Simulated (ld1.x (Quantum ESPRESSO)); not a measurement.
## Pseudopotential generation for Er (part 2 of 2)

The same run, continued: erbium (Er, Z = 68), core [Kr] 4d10, reference valence 4f12 5s2 5p6 5d0 6s1 6p1, valence charge 22. Method: ultrasoft potential, PBE, scalar-relativistic, made with ld1.x (Quantum ESPRESSO) 7.5.

Output of the test run (extracts), continued:
```
     ---------------------- Testing the pseudopotential ----------------------

     Er
     scalar relativistic calculation

     atomic number is 68.00   valence charge is 22.00
     dft =PBE   lsd =0 sic =0 latt =0  beta=0.20 tr2=1.0E-14
     mesh =1267 r(mesh) = 100.03222 xmin = -7.00 dx = 0.01250

     n l     nl             e AE (Ry)        e PS (Ry)    De AE-PS (Ry)
     4 3     4F   1(12.00)       -0.46071       -0.45822       -0.00249
     1 0     5S   1( 2.00)       -4.04430       -4.04532        0.00102
     2 1     5P   1( 6.00)       -2.17150       -2.17274        0.00124
     3 2     5D   1( 0.00)       -0.26698       -0.26730        0.00031
     2 0     6S   1( 1.50)       -0.46710       -0.46717        0.00007
     3 1     6P   1( 0.00)       -0.23577       -0.23592        0.00014

     eps = 9.2E-15  iter = 11

     Etot =  -26172.559231 Ry,  -13086.279616 Ha, -356095.809147 eV
     Etotps =  -502.419702 Ry,    -251.209851 Ha,   -6835.768289 eV
     dEtot_ae =      -0.018866 Ry
     dEtot_ps =      -0.018845 Ry,   Delta E=      -0.000021 Ry

     Ekin =      99.211467 Ry,      49.605734 Ha,    1349.840777 eV
     Encl =   -1008.291855 Ry,    -504.145928 Ha,  -13718.509559 eV
     Ehrt =     368.368550 Ry,     184.184275 Ha,    5011.909444 eV
     Ecxc =    -170.407933 Ry,     -85.203966 Ha,   -2318.518036 eV
     (Ecc =    -112.579280 Ry,     -56.289640 Ha,   -1531.719134 eV)
     Epseu=     208.700068 Ry,     104.350034 Ha,    2839.509087 eV

     ---------------------- End of pseudopotential test ----------------------

     ---------------------- Testing the pseudopotential ----------------------

     Er
     scalar relativistic calculation

     atomic number is 68.00   valence charge is 22.00
     dft =PBE   lsd =0 sic =0 latt =0  beta=0.20 tr2=1.0E-14
     mesh =1267 r(mesh) = 100.03222 xmin = -7.00 dx = 0.01250

     n l     nl             e AE (Ry)        e PS (Ry)    De AE-PS (Ry)
     4 3     4F   1(12.00)       -0.44195       -0.44592        0.00397
     1 0     5S   1( 2.00)       -4.03097       -4.02959       -0.00139
     2 1     5P   1( 6.00)       -2.15582       -2.15412       -0.00170
     3 2     5D   1( 0.00)       -0.21525       -0.21433       -0.00092
     2 0     6S   1( 0.00)       -0.39589       -0.39584       -0.00005
     3 1     6P   1( 2.00)       -0.17079       -0.17072       -0.00008

     eps = 5.8E-15  iter = 12

     Etot =  -26172.321736 Ry,  -13086.160868 Ha, -356092.577850 eV
     Etotps =  -502.182124 Ry,    -251.091062 Ha,   -6832.535873 eV
     dEtot_ae =       0.218630 Ry
     dEtot_ps =       0.218733 Ry,   Delta E=      -0.000103 Ry

     Ekin =      99.431215 Ry,      49.715607 Ha,    1352.830596 eV
     Encl =   -1008.477787 Ry,    -504.238893 Ha,  -13721.039289 eV
     Ehrt =     368.785119 Ry,     184.392559 Ha,    5017.577157 eV
     Ecxc =    -170.373743 Ry,     -85.186871 Ha,   -2318.052858 eV
     (Ecc =    -112.579280 Ry,     -56.289640 Ha,   -1531.719134 eV)
     Epseu=     208.453071 Ry,     104.226536 Ha,    2836.148521 eV

     ---------------------- End of pseudopotential test ----------------------

     ---------------------- Testing the pseudopotential ----------------------

     Er
     scalar relativistic calculation

     atomic number is 68.00   valence charge is 22.00
     dft =PBE   lsd =0 sic =0 latt =0  beta=0.20 tr2=1.0E-14
     mesh =1267 r(mesh) = 100.03222 xmin = -7.00 dx = 0.01250

     n l     nl             e AE (Ry)        e PS (Ry)    De AE-PS (Ry)
     4 3     4F   1(10.00)       -4.13062       -4.08408       -0.04654  !
     1 0     5S   1( 2.00)       -7.30018       -7.29966       -0.00052
     2 1     5P   1( 6.00)       -5.25451       -5.25204       -0.00246
     3 2     5D   1( 0.00)       -2.80552       -2.51926       -0.28626  !
     2 0     6S   1( 0.00)       -2.46797       -2.48963        0.02166  !
     3 1     6P   1( 0.00)       -1.93999       -1.93999        0.00000

     eps = 2.6E-15  iter = 16

     Etot =  -26166.115504 Ry,  -13083.057752 Ha, -356008.137769 eV
     Etotps =  -496.022918 Ry,    -248.011459 Ha,   -6748.735601 eV
     dEtot_ae =       6.424862 Ry
     dEtot_ps =       6.377940 Ry,   Delta E=       0.046922 Ry

     Ekin =      98.803165 Ry,      49.401583 Ha,    1344.285545 eV
     Encl =    -924.204423 Ry,    -462.102212 Ha,  -12574.441768 eV
     Ehrt =     301.511160 Ry,     150.755580 Ha,    4102.268316 eV
     Ecxc =    -166.533882 Ry,     -83.266941 Ha,   -2265.808898 eV
     (Ecc =    -112.579280 Ry,     -56.289640 Ha,   -1531.719134 eV)
     Epseu=     194.401063 Ry,      97.200531 Ha,    2644.961204 eV

     ---------------------- End of pseudopotential test ----------------------
```

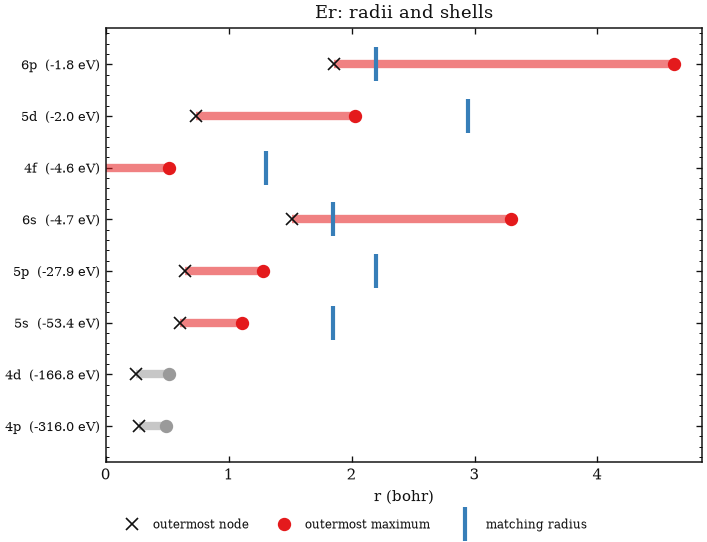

**Figure 2.** Outer shells of the all-electron reference atom: each bar runs from the outermost node (or the nucleus) to the outermost maximum of u(r); the tick is the radius chosen for the pseudo-wave. Shells without a tick have no pseudo-wave of their own. Levels, nodes and maxima are from ld1.x, scalar-relativistic.

- Radii against the shells: 5s: 1.85 bohr, outside the maximum; 5p: 2.20 bohr, outside the maximum; 6s: 1.85 bohr, between node and maximum; 4f: 1.30 bohr, outside the maximum; 5d: 2.95 bohr, outside the maximum; 6p: 2.20 bohr, between node and maximum. The s and p channels couldn't be tested for ghost states or cutoffs, since the overlap operator isn't positive definite there.

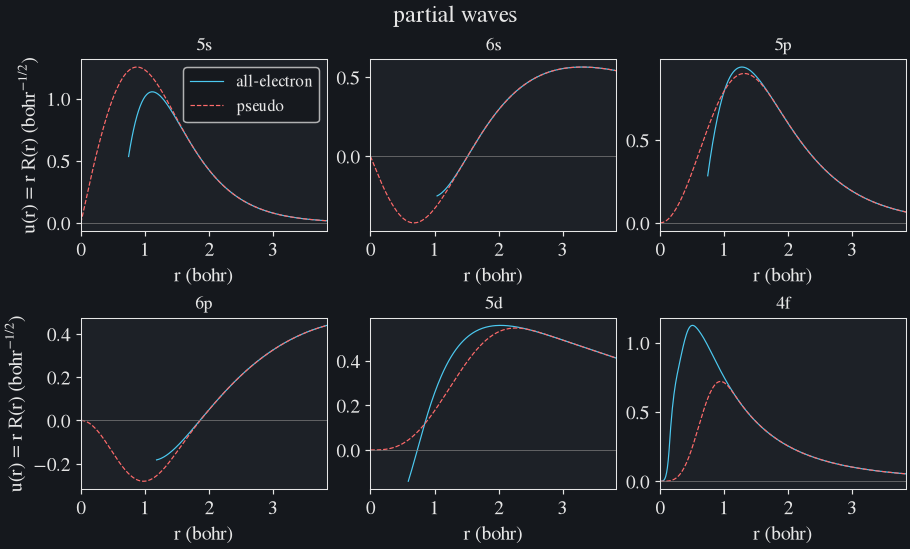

**Figure 3.** All-electron valence functions (solid) with their pseudo partners (dashed). The innermost oscillations of some all-electron curves aren't drawn. Reference configuration 4f12 5s2 5p6 5d0 6s1 6p1.

- Matching radii: 5s at 1.85 bohr; 6s at 1.85 bohr; 5p at 2.20 bohr; 6p at 2.20 bohr; 5d at 2.95 bohr; 4f at 1.30 bohr. The curves merge smoothly, so the plot gives these only roughly.
- Nodes of the pseudo-waves: 5s has no node; 6s has a node at about 1.5 bohr; 5p has no node; 6p has a node at about 1.9 bohr; 5d has no node; 4f has no node. A node in 6s and 6p is allowed, since a lower shell of the same l is also in the valence. The potential isn't sound: its overlap operator has a negative eigenvalue, -0.34.

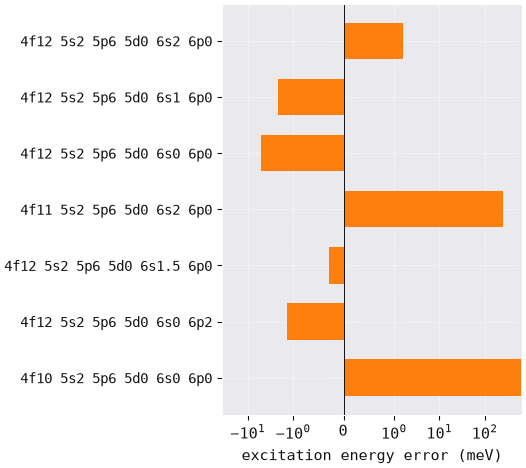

**Figure 4.** Errors, all-electron minus pseudo, of the energies of valence configurations relative to the unpolarised reference 4f12 5s2 5p6 5d0 6s1 6p1.

- Worst configuration: 4f10 5s2 5p6 5d0 6s0 6p0 (charge +4): the error is +638 meV on an all-electron energy of +87.41 eV relative to the reference, or 0.73 %.
- Configurations within 10 meV and within 50 meV: 5 and 5 of 7.
- Errors in meV: 4f12 5s2 5p6 5d0 6s2 6p0: +1.6; 4f12 5s2 5p6 5d0 6s1 6p0: -2.1; 4f12 5s2 5p6 5d0 6s0 6p0: -5.1; 4f11 5s2 5p6 5d0 6s2 6p0: +249; 4f12 5s2 5p6 5d0 6s1.5 6p0: -0.3; 4f12 5s2 5p6 5d0 6s0 6p2: -1.4; 4f10 5s2 5p6 5d0 6s0 6p0: +638.

Key numbers:

- outcome: generated, but the overlap operator is not positive, so unusable
- largest excitation error: +638 meV (all-electron minus pseudo) for 4f10 5s2 5p6 5d0 6s0 6p0, out of 7 test configurations
- lowest eigenvalue of the overlap operator S in a Bessel basis (separate test): -0.34 (s channel); it is negative, so in a basis up to 400 Ry S is not positive definite
- density cutoff estimated by the generator: 620 Ry
- range over which the phases arctan(r u′/u) at the test radius agree within 0.05 rad (a looser test near the poles than one of phase shifts): p: up to about 1.8 Ry; d: up to about 1.9 Ry; f: over the whole range computed; s: not judged
- hardware: 1 CPU thread, shared host
- wall time: 3.3 s

Notes:

An excitation error of 638 meV in its own tests makes this a poorly transferable potential. The scattering phases part by more than π/2 and stay apart in p from about 3.0 Ry: a level there is either far displaced or one that only the pseudo-atom has. The s and p channels couldn't be tested for ghost states or cutoffs, since the overlap operator isn't positive definite there.
